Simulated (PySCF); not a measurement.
# Run report: C$_{3}$H$_{12}$GeP$_{2}$, excited-state calculation

- system: C$_{3}$H$_{12}$GeP$_{2}$, SMILES CC[CH2][GeH]([PH2])[PH2]
- method: TDDFT PBE0/def2-SVP, vertical, gas phase, core orbitals frozen in the response (PySCF 2.14.0)

The geometry comes from this level: GFN2-xTB. It belongs to a series of runs on one base structure; here: PBE0/def2-SVP; 25 states.

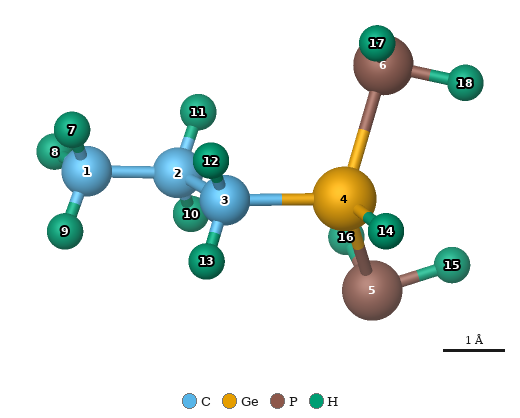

Fig. 1: The input geometry (ball-and-stick view, seen at a tilt; atoms are numbered from 1 in the order of the input). Sticks mark near contacts.

Input:
```
{"job": {"kind": "uv", "xc": "PBE0", "basis": "def2-SVP", "nstates": 25, "ntriplets": 5, "tda": false}, "charge": 0, "multiplicity": 1}
C     -2.771191    -0.401223    -0.087713
C     -1.275984    -0.225731    -0.319091
C     -0.489807    -0.219526     0.984300
Ge     1.460915     0.056667     0.642924
P      2.244056    -1.724976    -0.630159
P      1.747150     2.161798    -0.346609
H     -3.159073     0.408856     0.526680
H     -3.307318    -0.404091    -1.034136
H     -2.968162    -1.341780     0.422747
H     -0.911535    -1.039639    -0.954052
H     -1.098544     0.714571    -0.851477
H     -0.862484     0.571042     1.637377
H     -0.630288    -1.165968     1.507278
H      2.171649    -0.019281     2.010166
H      3.475524    -1.128588    -0.859243
H      1.718983    -1.198527    -1.799636
H      1.526328     2.813705     0.856976
H      3.121021     2.149010    -0.144646
```

The first line tells a small driver script what to run in PySCF; the rest is the geometry in Å.

Hardware: 1 CPU thread, shared host.

Run as:
```bash
OMP_NUM_THREADS=1 python <driver script> task.json out
```

What the program printed:
```
coarse grid: 65448 points
cycle   1  E = -2879.9837088689  dE = -4.464e-01  |g| = 4.827e-01  |ddm| = 3.964e+00
cycle   2  E = -2879.9608949095  dE =  2.281e-02  |g| = 5.902e-01  |ddm| = 1.029e+00
cycle   3  E = -2880.0311606320  dE = -7.027e-02  |g| = 3.649e-02  |ddm| = 5.959e-01
cycle   4  E = -2880.0315071530  dE = -3.465e-04  |g| = 1.673e-02  |ddm| = 7.149e-02
cycle   5  E = -2880.0315879960  dE = -8.084e-05  |g| = 3.931e-03  |ddm| = 2.219e-02
cycle   6  E = -2880.0315919165  dE = -3.921e-06  |g| = 9.297e-04  |ddm| = 5.243e-03
final grid: 134984 points
cycle   7  E = -2880.0316629746  dE =  6.562e-08  |g| = 1.163e-03  |ddm| = 3.337e-03
cycle   8  E = -2880.0316627077  dE =  2.670e-07  |g| = 1.563e-03  |ddm| = 3.425e-03
cycle   9  E = -2880.0316633796  dE = -6.720e-07  |g| = 1.022e-04  |ddm| = 1.893e-03
cycle  10  E = -2880.0316633817  dE = -2.071e-09  |g| = 8.940e-06  |ddm| = 1.101e-04
cycle  11  E = -2880.0316633817  dE = -1.091e-11  |g| = 3.634e-06  |ddm| = 1.324e-05
```

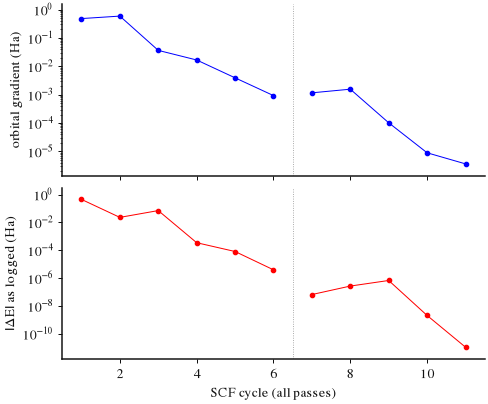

Fig. 2: Convergence of the self-consistent field: orbital gradient and size of the energy change against the SCF cycle. The dotted line marks the change from a coarse to the final integration grid. The first 6 cycles use a coarse grid, the final grid takes over at cycle 7, and the field converges after 11 cycles in all.

```
converged SCF energy = -2880.0316633817

Static polarisability (au): isotropic 109.354, principal 93.023 115.273 119.765

Singlet excitations
state   eV       nm        f      main configurations
  1   6.3692    194.7   0.14351   H->L 0.76, H->L+1 0.08
  2   6.7495    183.7   0.03584   H-1->L 0.52, H->L+1 0.24, H->L+2 0.12
  3   6.8316    181.5   0.12674   H->L+1 0.57, H-1->L 0.15, H->L 0.13
  4   6.9225    179.1   0.01264   H->L+2 0.54, H-2->L 0.18, H-1->L+1 0.12
  5   7.0601    175.6   0.01239   H-2->L 0.71, H-1->L 0.10
  6   7.2425    171.2   0.03013   H-1->L+1 0.38, H->L+2 0.20, H->L+3 0.19
  7   7.4107    167.3   0.01677   H->L+3 0.58, H-1->L+1 0.25, H->L+5 0.09
  8   7.5199    164.9   0.12499   H-1->L+2 0.55, H->L+4 0.19
  9   7.6919    161.2   0.03733   H->L+4 0.36, H->L+5 0.23, H-2->L+1 0.14
 10   7.7624    159.7   0.02879   H->L+5 0.59, H->L+4 0.15, H-1->L+2 0.08
 11   7.8183    158.6   0.00726   H-1->L+3 0.31, H-2->L+2 0.31, H-2->L+1 0.24
 12   7.8681    157.6   0.08664   H-2->L+1 0.34, H-1->L+3 0.23, H-3->L 0.21
 13   7.8899    157.1   0.04701   H-2->L+2 0.36, H-3->L 0.23, H-2->L+1 0.17
 14   8.0046    154.9   0.12796   H->L+6 0.26, H-3->L 0.24, H-2->L+2 0.19
 15   8.1103    152.9   0.00761   H-1->L+4 0.80
 16   8.1465    152.2   0.12678   H->L+6 0.33, H-1->L+5 0.18, H-3->L 0.14
 17   8.2272    150.7   0.00903   H-1->L+5 0.54, H->L+6 0.18
 18   8.3296    148.8   0.01592   H-2->L+3 0.81
 19   8.4964    145.9   0.01930   H-2->L+4 0.36, H-5->L 0.17, H-2->L+5 0.13
 20   8.5431    145.1   0.01380   H->L+7 0.31, H-1->L+6 0.25, H-4->L 0.14
 21   8.5583    144.9   0.03373   H-1->L+6 0.34, H->L+7 0.24, H-4->L 0.09
 22   8.5901    144.3   0.00558   H-4->L 0.56, H-5->L 0.27
 23   8.6641    143.1   0.20559   H-2->L+4 0.21, H-5->L 0.17, H-1->L+6 0.14
 24   8.7410    141.8   0.16031   H-2->L+5 0.65
 25   8.7692    141.4   0.00863   H-3->L+1 0.64, H-2->L+6 0.14

Triplet excitations (Tamm-Dancoff, eV): 5.1594 5.5723 5.9614 6.0323 6.5820
```

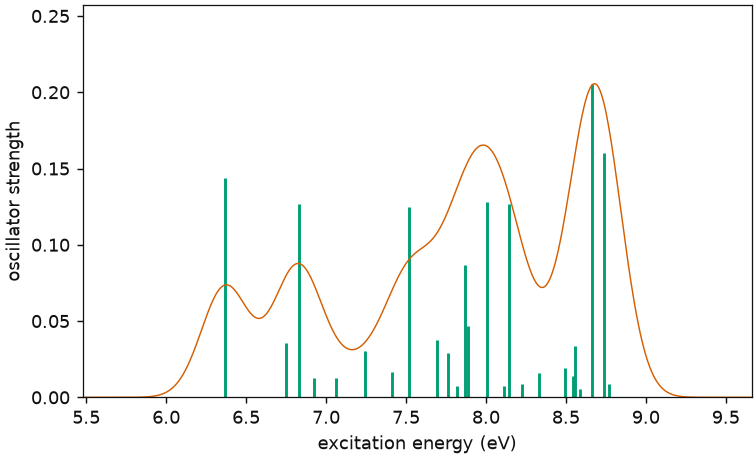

Fig. 3: Computed excitations as sticks (degenerate states added up, dark ones marked on the axis), with a Gaussian envelope of 0.35 eV full width at half maximum, scaled to the tallest. Of the 25 states the lowest lies at 6.37 eV (f = 0.144); the strongest line is at 8.66 eV, or 143 nm (f = 0.206).

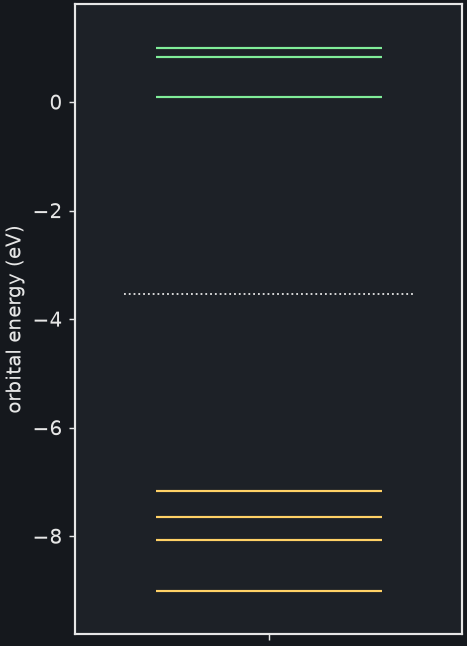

Fig. 4: Orbital energies near the frontier; the dotted line parts filled from empty levels, and levels within 0.02 eV of each other stand side by side. Highest filled −7.17 eV, lowest empty 0.09 eV, 7.26 eV apart.

Results in brief:

```csv
quantity,value
outcome,converged
total energy,−2880.031663 hartree
HOMO,−7.17 eV
LUMO,0.09 eV
dipole moment,0.68 D
mean polarisability,109.35 a.u.
lowest singlet excitation,6.37 eV
wall time,39 s
peak memory,0.89 GiB
```

Settings chosen away from the usual ones: PBE0/def2-SVP; 25 states. Spin–orbit coupling is left out, which matters for the heavy atoms.
